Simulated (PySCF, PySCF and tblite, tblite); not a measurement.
**C6H6FN: conformers and averaged spectra**

Aim: find the conformers of C6H6FN (`Nc1ccccc1F`), weigh them, and average their properties.

Computed with tblite 0.8.0 (tight binding) and PySCF 2.14.0 (DFT, with response routines of our own); each step states its level. Atoms count from 0 throughout.

## (1) The starting structure

14 atoms, charge 0, multiplicity 1; geometry from: MMFF94s geometry.

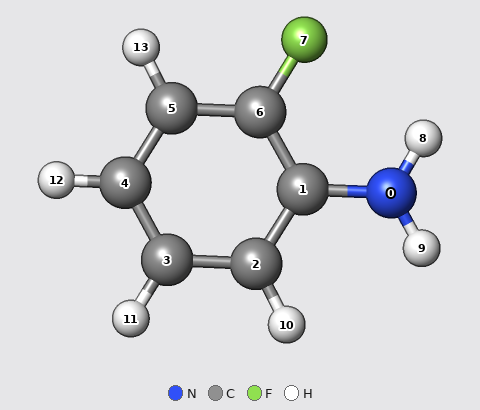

The starting geometry (nitrogen blue, carbon grey, fluorine green, hydrogen white), atoms numbered.

## (2) GFN2-xTB relaxation, conformer 1

Job settings and geometry (Å):

```
{"job": {"xc": "GFN2-xTB", "basis": "xTB", "kind": "relax"}, "charge": 0, "multiplicity": 1}
N      2.275500     0.378000     0.010900
C      0.896100     0.145300    -0.026800
C      0.418800    -1.169000    -0.068200
C     -0.969200    -1.402900    -0.071400
C     -1.872700    -0.351300     0.020100
C     -1.401600     0.957000     0.081400
C     -0.022800     1.193700     0.070800
F      0.424100     2.461600     0.154000
H      2.592000     1.339200     0.003000
H      2.928500    -0.361800    -0.142800
H      1.093100    -2.008100    -0.122400
H     -1.338900    -2.436100    -0.109100
H     -2.946200    -0.541500     0.030900
H     -2.077400     1.795600     0.147300
```

Command:

```console
$ OMP_NUM_THREADS=1 python ens_run.py task.json out
```

One launch serves the whole session.

The log of the run:

```text
step      E/eV     max force
  0    -640.62952    1.473
  1    -640.68101    0.737
  2    -640.69824    0.272
  3    -640.70633    0.232
  4    -640.70959    0.114
  5    -640.71073    0.095
  6    -640.71164    0.100
  7    -640.71304    0.120
  8    -640.71473    0.142
  9    -640.71612    0.111
 10    -640.71721    0.115
 11    -640.71854    0.132
 12    -640.72042    0.137
 13    -640.72220    0.124
 14    -640.72356    0.079
 15    -640.72422    0.067
 16    -640.72462    0.059
 17    -640.72498    0.066
 18    -640.72524    0.032
 19    -640.72524    0.032
 20    -640.72532    0.024
 21    -640.72544    0.022
 22    -640.72548    0.024
 23    -640.72560    0.025
 24    -640.72569    0.024
 25    -640.72582    0.028
 26    -640.72592    0.022
 27    -640.72599    0.021
 28    -640.72604    0.019
 29    -640.72611    0.019
 30    -640.72617    0.020
 31    -640.72621    0.019
 32    -640.72624    0.016
 33    -640.72627    0.015
 34    -640.72630    0.015
 35    -640.72633    0.015
 36    -640.72635    0.011
 37    -640.72637    0.009
 38    -640.72638    0.007
 39    -640.72639    0.005
 40    -640.72639    0.004
 41    -640.72639    0.004
 42    -640.72640    0.005
 43    -640.72640    0.004
 44    -640.72640    0.003
```

Wall time 0.2 s (1 thread of Arm Neoverse V2, shared host).

The energy fell by 0.097 eV, and the atoms moved 0.05 Å (root mean square).

## (3) DFT optimisation, start 1: PBE0-D3(BJ)/def2-SVP

Job settings and geometry (Å):

```
{"job": {"kind": "geom", "xc": "PBE0", "basis": "def2-SVP", "d3": "d3bj", "grid": 1, "maxiter": 40}, "charge": 0, "multiplicity": 1}
N      2.255666     0.382359     0.111951
C      0.907601     0.128028     0.028006
C      0.400907    -1.169343    -0.053768
C     -0.961325    -1.401111    -0.061432
C     -1.858825    -0.349210     0.009132
C     -1.383798     0.950333     0.085754
C     -0.024617     1.167670     0.093491
F      0.445337     2.445030     0.152420
H      2.544786     1.329801    -0.069661
H      2.877387    -0.334460    -0.221463
H      1.095492    -1.994783    -0.109110
H     -1.325095    -2.415510    -0.126176
H     -2.921258    -0.533965     0.001966
H     -2.052936     1.794689     0.136723
```

The log of the run:

```text
step      E/eV     max force
  0    -10507.47405   0.9621
  1    -10507.51121   0.1876
  2    -10507.51210   0.0215
```

Run time: 26 s. Hardware: 1 thread of Arm Neoverse V2, shared host; peak memory 0.54 GiB.

Relaxing gained 0.038 eV and moved the atoms by 0.03 Å on average (rms).

## (4) Shieldings, conformer 1: WP04/pcSseg-1 in chloroform

Job settings and geometry (Å):

```
{"job": {"xc": "WP04", "basis": "pcSseg-1", "solvent": "chloroform", "kind": "nmr", "pop": true}, "charge": 0, "multiplicity": 1}
N      2.263881     0.397783     0.122300
C      0.917809     0.120070     0.044244
C      0.403002    -1.181685    -0.042239
C     -0.971430    -1.411092    -0.063129
C     -1.872193    -0.350478     0.003599
C     -1.381690     0.954557     0.084566
C     -0.016207     1.167312     0.102354
F      0.468559     2.419095     0.163458
H      2.527525     1.352015    -0.084169
H      2.892587    -0.298618    -0.253322
H      1.100874    -2.022001    -0.089793
H     -1.339182    -2.437589    -0.131955
H     -2.948782    -0.530188    -0.010554
H     -2.045431     1.820346     0.132472
```

The log of the run:

```text
coarse grid: 12384 points
cycle   1  E = -395.1827243598  dE =  1.242e+00  |g| = 8.874e-01  |ddm| = 3.853e+00
cycle   2  E = -395.0587304140  dE =  1.240e-01  |g| = 1.219e+00  |ddm| = 1.634e+00
cycle   3  E = -395.3220029324  dE = -2.633e-01  |g| = 1.866e-01  |ddm| = 1.001e+00
cycle   4  E = -395.3303500939  dE = -8.347e-03  |g| = 4.209e-02  |ddm| = 1.933e-01
cycle   5  E = -395.3307177136  dE = -3.676e-04  |g| = 2.110e-02  |ddm| = 5.458e-02
cycle   6  E = -395.3308303675  dE = -1.127e-04  |g| = 3.909e-03  |ddm| = 2.140e-02
cycle   7  E = -395.3308337967  dE = -3.429e-06  |g| = 1.132e-03  |ddm| = 3.698e-03
final grid: 122080 points
cycle   8  E = -395.4046804977  dE = -5.795e-05  |g| = 7.897e-03  |ddm| = 5.478e-02
cycle   9  E = -395.4046713596  dE =  9.138e-06  |g| = 1.052e-02  |ddm| = 1.550e-02
cycle  10  E = -395.4046951408  dE = -2.378e-05  |g| = 1.620e-03  |ddm| = 9.099e-03
cycle  11  E = -395.4046956077  dE = -4.669e-07  |g| = 2.289e-04  |ddm| = 1.539e-03
cycle  12  E = -395.4046956123  dE = -4.679e-09  |g| = 1.806e-04  |ddm| = 3.479e-04
cycle  13  E = -395.4046956210  dE = -8.694e-09  |g| = 2.574e-05  |ddm| = 1.730e-04
cycle  14  E = -395.4046956212  dE = -1.342e-10  |g| = 1.094e-05  |ddm| = 2.664e-05
converged SCF energy = -395.4046956212

GIAO shielding tensors (ppm)
atom      isotropic    diamagn.    paramagn.     s11        s22        s33       span
  0 N      186.420     316.765    -130.346    153.594    183.373    222.293     68.699
  1 C       30.253     255.763    -225.510    -37.263     -7.221    135.242    172.505
  2 C       53.172     254.904    -201.732    -34.554     43.456    150.616    185.170
  3 C       41.718     254.285    -212.567    -67.805     30.462    162.497    230.302
  4 C       51.267     255.010    -203.744    -47.685     41.332    160.153    207.838
  5 C       51.901     257.279    -205.378    -34.421     35.730    154.393    188.814
  6 C       13.682     252.849    -239.167    -50.623     20.259     71.409    122.032
  7 F      327.525     480.483    -152.959    268.141    316.703    397.730    129.590
  8 H       27.610      31.146      -3.536     19.735     28.309     34.787     15.052
  9 H       28.015      30.055      -2.040     21.144     26.455     36.448     15.304
 10 H       24.968      31.789      -6.822     21.187     25.025     28.691      7.504
 11 H       24.669      30.251      -5.582     21.562     25.325     27.120      5.559
 12 H       25.026      30.108      -5.082     21.766     26.269     27.042      5.276
 13 H       24.649      29.861      -5.212     21.381     24.878     27.689      6.308
```

It took 24 s on 1 thread of Arm Neoverse V2, shared host; peak memory 0.95 GiB.

In short: HOMO -7.23 eV, LUMO -2.26 eV; dipole 2.11 D.

The fields below are evaluated on a grid from the run's orbitals.

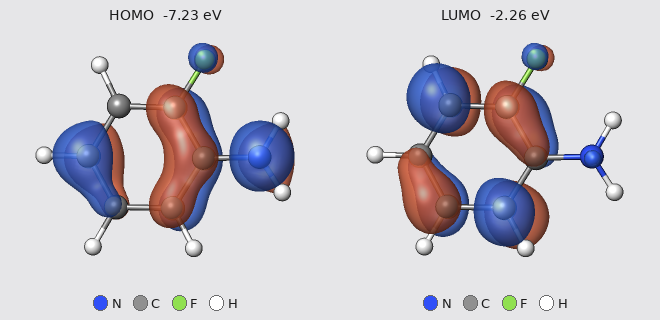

Frontier orbitals at WP04/pcSseg-1; each surface holds 70 % of the orbital's density, blue and red mark the sign.

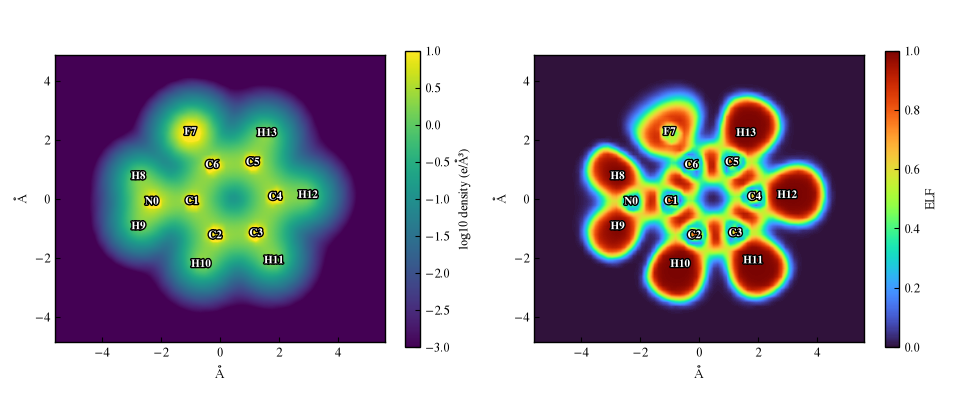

Density (left) and ELF (right) in a plane through or near 14 of the atoms.

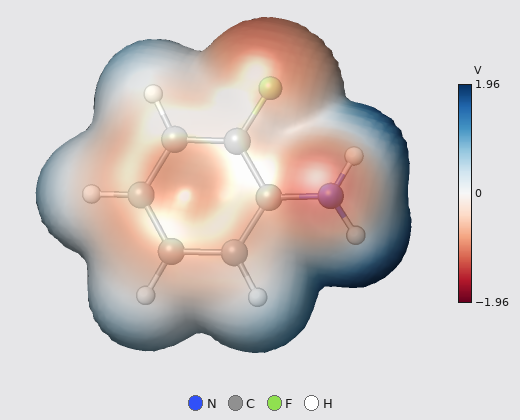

Electrostatic potential on the surface of density 0.002 e/bohr³; red is low, blue high. It runs from -1.08 V near N0 to 1.96 V near H9.

## (5) Single-point energy, conformer 1: PBE0/def2-TZVP in chloroform

The job, as its differences from that of step 4:

```diff
@@ -1,2 +1,2 @@
-{"job": {"xc": "WP04", "basis": "pcSseg-1", "solvent": "chloroform", "kind": "nmr", "pop": true}, "charge": 0, "multiplicity": 1}
+{"job": {"xc": "PBE0", "basis": "def2-TZVP", "solvent": "chloroform", "kind": "sp"}, "charge": 0, "multiplicity": 1}
 N      2.263881     0.397783     0.122300
```

The log of the run:

```text
coarse grid: 12384 points
cycle   1  E = -386.5199402826  dE =  1.382e+00  |g| = 5.509e-01  |ddm| = 5.698e+00
cycle   2  E = -386.4850328176  dE =  3.491e-02  |g| = 7.061e-01  |ddm| = 1.723e+00
cycle   3  E = -386.5797784903  dE = -9.475e-02  |g| = 9.451e-02  |ddm| = 9.769e-01
cycle   4  E = -386.5816629447  dE = -1.884e-03  |g| = 4.019e-02  |ddm| = 1.385e-01
cycle   5  E = -386.5820666995  dE = -4.038e-04  |g| = 8.288e-03  |ddm| = 4.760e-02
cycle   6  E = -386.5820797221  dE = -1.302e-05  |g| = 3.574e-03  |ddm| = 8.912e-03
cycle   7  E = -386.5820827250  dE = -3.003e-06  |g| = 4.256e-04  |ddm| = 3.369e-03
final grid: 122080 points
cycle   8  E = -386.5660867692  dE = -7.572e-05  |g| = 7.335e-03  |ddm| = 1.135e-01
cycle   9  E = -386.5660843158  dE =  2.453e-06  |g| = 8.187e-03  |ddm| = 1.326e-02
cycle  10  E = -386.5660989487  dE = -1.463e-05  |g| = 1.227e-03  |ddm| = 7.413e-03
cycle  11  E = -386.5660991703  dE = -2.216e-07  |g| = 3.091e-04  |ddm| = 3.053e-03
cycle  12  E = -386.5660991858  dE = -1.548e-08  |g| = 4.704e-05  |ddm| = 6.552e-04
cycle  13  E = -386.5660991862  dE = -3.723e-10  |g| = 2.098e-05  |ddm| = 7.871e-05
converged SCF energy = -386.5660991862
```

Wall time 21 s (1 thread of Arm Neoverse V2, shared host); peak memory 1 GiB.

Key values: HOMO -6.00 eV, LUMO -0.16 eV; dipole 2.05 D.

## (6) Couplings, conformer 1: B3LYP/pcJ-1+pcSseg-1

The job, as its differences from that of step 5:

```diff
@@ -1,2 +1,2 @@
-{"job": {"xc": "PBE0", "basis": "def2-TZVP", "solvent": "chloroform", "kind": "sp"}, "charge": 0, "multiplicity": 1}
+{"job": {"xc": "B3LYP", "basis": {"default": "pcSseg-1", "H": "pcJ-1", "F": "pcJ-1"}, "nuclei": ["H", "F", "P", "Si", "B"], "kind": "j"}, "charge": 0, "multiplicity": 1}
 N      2.263881     0.397783     0.122300
```

The log of the run:

```text
coarse grid: 12384 points
cycle   1  E = -386.6896647689  dE =  1.322e+00  |g| = 5.927e-01  |ddm| = 3.596e+00
cycle   2  E = -386.6295388852  dE =  6.013e-02  |g| = 8.127e-01  |ddm| = 1.181e+00
cycle   3  E = -386.7588489180  dE = -1.293e-01  |g| = 1.304e-01  |ddm| = 7.167e-01
cycle   4  E = -386.7629771518  dE = -4.128e-03  |g| = 4.641e-02  |ddm| = 1.679e-01
cycle   5  E = -386.7634979296  dE = -5.208e-04  |g| = 1.587e-02  |ddm| = 5.421e-02
cycle   6  E = -386.7635536879  dE = -5.576e-05  |g| = 3.901e-03  |ddm| = 1.677e-02
cycle   7  E = -386.7635569501  dE = -3.262e-06  |g| = 1.003e-03  |ddm| = 3.876e-03
final grid: 122080 points
cycle   8  E = -386.8257344784  dE = -6.819e-05  |g| = 6.405e-03  |ddm| = 3.226e-02
cycle   9  E = -386.8257273383  dE =  7.140e-06  |g| = 8.781e-03  |ddm| = 1.224e-02
cycle  10  E = -386.8257435198  dE = -1.618e-05  |g| = 1.247e-03  |ddm| = 7.697e-03
cycle  11  E = -386.8257438049  dE = -2.851e-07  |g| = 2.549e-04  |ddm| = 1.255e-03
cycle  12  E = -386.8257438139  dE = -9.003e-09  |g| = 1.732e-04  |ddm| = 3.784e-04
cycle  13  E = -386.8257438217  dE = -7.848e-09  |g| = 1.847e-05  |ddm| = 1.811e-04
cycle  14  E = -386.8257438218  dE = -6.526e-11  |g| = 7.302e-06  |ddm| = 1.911e-05
converged SCF energy = -386.8257438218

Indirect spin-spin couplings (Hz)
  i      j    bonds     total        FC       PSO       DSO        SD
  7 F    8 H    4     -1.549    -0.715    -2.238     1.746    -0.342
  7 F    9 H    4      1.070     2.099     0.936    -1.790    -0.174
  7 F   10 H    4      8.568     8.762     1.444    -1.481    -0.157
  7 F   11 H    5     -1.267    -0.445     0.754    -1.408    -0.168
  7 F   12 H    4      4.154     4.719     0.913    -1.346    -0.131
  7 F   13 H    3     11.918    15.303    -2.569     0.017    -0.833
  8 H    9 H    2     -0.289    -0.561     5.352    -5.080         -
  8 H   10 H    4     -0.400    -0.057     1.705    -2.047         -
  8 H   11 H    5      0.266     0.521     1.268    -1.523         -
  8 H   12 H    6     -0.251     0.002     1.071    -1.323         -
  9 H   12 H    6     -0.349    -0.122     1.053    -1.280         -
  9 H   13 H    5      0.584     0.843     1.365    -1.624         -
 10 H   11 H    3      8.744     8.962     0.068    -0.285         -
 10 H   12 H    4      1.066     1.378     1.469    -1.781         -
 11 H   12 H    3      8.315     8.555     0.199    -0.439         -
 11 H   13 H    4      0.880     1.197     1.490    -1.807         -
 12 H   13 H    3      8.988     9.204     0.189    -0.404         -
```

Wall time 30 s (1 thread of Arm Neoverse V2, shared host); peak memory 0.92 GiB.

Key values: HOMO -5.80 eV, LUMO -0.29 eV; dipole 1.74 D.

(Part 1 of 2 ends here.)
